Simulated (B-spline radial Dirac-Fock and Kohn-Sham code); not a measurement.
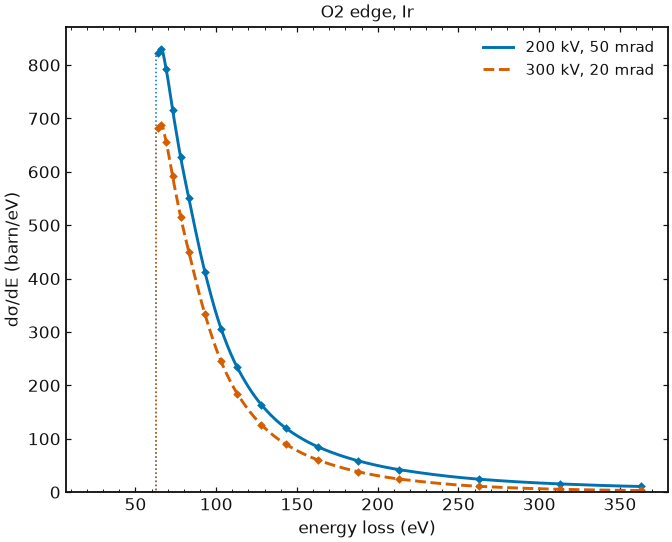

Energy-differential cross section of an inner-shell edge in electron energy loss, for the beam voltage and collection angle in the key. It refers to neutral iridium, O2 (5p1/2) edge at 63.0 eV. The calculation used the first Born approximation on oscillator strengths in a Dirac–Hartree–Slater potential with a Latter tail, continuum alone (no white lines or fine structure) (a B-spline radial code).

What partial cross section goes with a 100 eV window at 200 kV, 50 mrad?

32300 barn.
